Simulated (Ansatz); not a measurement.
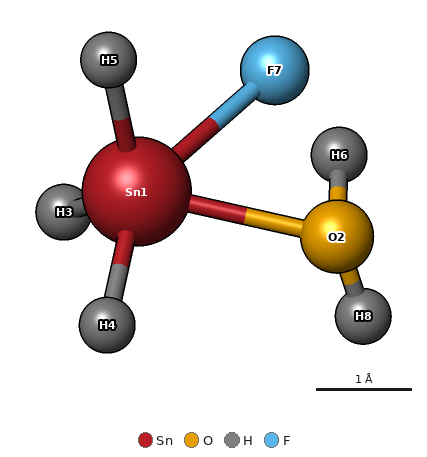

The input geometry of the first run (ball-and-stick view, seen at a tilt; atoms are numbered from 1 in the order of the input). Sticks mark near contacts.

## SnH$_{5}$OF: a changed input and its effect

System: SnH$_{5}$OF.
Method of the first run: RKS SPW92 (LDA)/def2-SVP (Ansatz 0.2.0).

The geometry comes from this level: PBE0-D4/def2-TZVP. Text and figures count atoms from 1; the logs count them from 0 in places.

**Input, the first run**
```yaml
crystal:
  periodic: [false, false, false]
  atoms:
    - {symbol: Sn, position_ang: [-0.068030, -0.716805, 0.482652]}
    - {symbol: O, position_ang: [0.765520, 0.861516, -0.737071]}
    - {symbol: H, position_ang: [-1.539491, -1.370041, -0.060758]}
    - {symbol: H, position_ang: [1.194831, -1.762544, -0.057708]}
    - {symbol: H, position_ang: [0.164243, -0.354116, 2.119600]}
    - {symbol: H, position_ang: [-0.175963, 1.365357, -0.402562]}
    - {symbol: F, position_ang: [-1.159308, 1.267244, 0.339883]}
    - {symbol: H, position_ang: [0.818298, 0.709490, -1.684037]}
basis:
  gaussian: {orbitals: def2-SVP}
hamiltonian: {xc: lda}
```

Launched with:
```bash
ansatz run in.yaml --threads 4 --pin off --events-out ev --progress --plain --max-ram 9574MiB
```

Hardware: 4 threads of Intel Xeon, 180 GiB of memory available, shared host.

**Output (the first run)**
```
Functional definition: SPW92
  exchange = slater_x
  correlation = pw_c
872 factors; their error is unknown
mean field evaluation 1: about -10624.5100 eV, gradient 5.8e1 eV
mean field evaluation 2: about -10598.9639 eV, gradient 1.3e2 eV
mean field evaluation 4: about -10629.9255 eV, gradient 1.3e1 eV
mean field evaluation 8: about -10630.2080 eV, gradient 1.0e-1 eV
mean field evaluation 16: about -10630.1872 eV, gradient 2.8e-5 eV
mean field -10630.18718211 eV, -390.6521735429 hartree, gradient 2.8e-5 eV, S^2 0.000000; 0 other end points of the search recorded, 0 dependent functions left out
reference -10630.18721828 eV, -390.6521748722 hartree; 22, 22 occupied and 57, 57 virtual orbitals, 872 factors
Total energy: -10630.18721828 eV, -390.6521748722 hartree
```

For the second run the input was changed thus:
```diff
-    - {symbol: Sn, position_ang: [-0.068030, -0.716805, 0.482652]}
-    - {symbol: O, position_ang: [0.765520, 0.861516, -0.737071]}
-    - {symbol: H, position_ang: [-1.539491, -1.370041, -0.060758]}
-    - {symbol: H, position_ang: [1.194831, -1.762544, -0.057708]}
-    - {symbol: H, position_ang: [0.164243, -0.354116, 2.119600]}
-    - {symbol: H, position_ang: [-0.175963, 1.365357, -0.402562]}
-    - {symbol: F, position_ang: [-1.159308, 1.267244, 0.339883]}
-    - {symbol: H, position_ang: [0.818298, 0.709490, -1.684037]}
+    - {symbol: Sn, position_ang: [-0.443704, -0.890754, 0.645669]}
+    - {symbol: O, position_ang: [1.084485, 1.333219, -0.633134]}
+    - {symbol: H, position_ang: [-1.722049, -1.874850, 1.207777]}
+    - {symbol: H, position_ang: [0.497887, -1.686411, -0.521349]}
+    - {symbol: H, position_ang: [0.385247, -0.115700, 1.903209]}
+    - {symbol: H, position_ang: [0.148397, 1.502705, -0.806004]}
+    - {symbol: F, position_ang: [-1.446347, 0.488277, -0.300967]}
+    - {symbol: H, position_ang: [1.496183, 1.243614, -1.495203]}
```

How does the second run compare with the first run?

With the same method and basis, the second run lies 2.8 kcal/mol lower.

**Output (the second run)**
```
Functional definition: SPW92
  exchange = slater_x
  correlation = pw_c
872 factors; their error is unknown
mean field evaluation 1: about -10624.0650 eV, gradient 6.1e1 eV
mean field evaluation 2: about -10575.6033 eV, gradient 1.6e2 eV
mean field evaluation 4: about -10630.2118 eV, gradient 7.7e0 eV
mean field evaluation 8: about -10630.3286 eV, gradient 1.5e-1 eV
mean field evaluation 16: about -10630.3079 eV, gradient 2.4e-5 eV
mean field -10630.30790074 eV, -390.6566098706 hartree, gradient 2.4e-5 eV, S^2 0.000000; 0 other end points of the search recorded, 0 dependent functions left out
reference -10630.30793804 eV, -390.6566112413 hartree; 22, 22 occupied and 57, 57 virtual orbitals, 872 factors
Total energy: -10630.30793804 eV, -390.6566112413 hartree
```

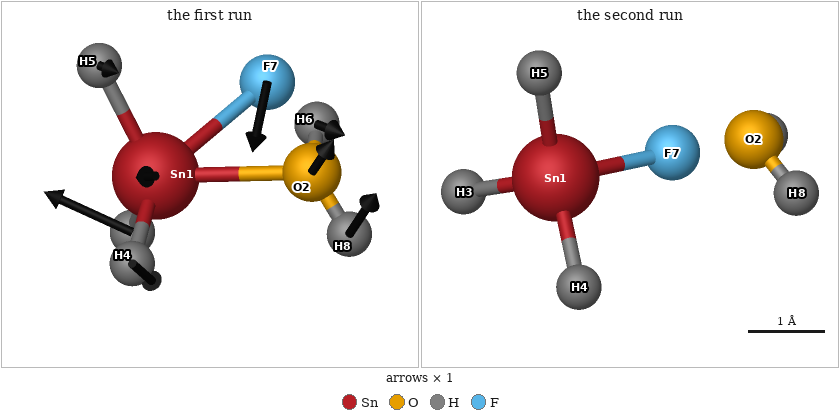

The two input geometries at one scale (ball-and-stick view, seen at a tilt). The black arrows on the first give the shifts of the atoms after the best rigid fit, at true length. H3 moves most after the best rigid fit: 1.30 Å. Largest moves by element: H 1.30 Å, F 1.01 Å, O 0.62 Å, Sn 0.45 Å. Among the contacts that change: Sn1–O2 2.162 → 2.986 Å, Sn1–F7 2.269 → 1.950 Å, O2–H6 1.119 → 0.967 Å, Sn1–H4 1.726 → 1.698 Å.

**The two runs side by side**

| quantity | the first run | the second run |
| --- | --- | --- |
| outcome | converged | converged |
| total energy (hartree) | −390.652175 | −390.656611 |
| basis functions | 79 | 79 |
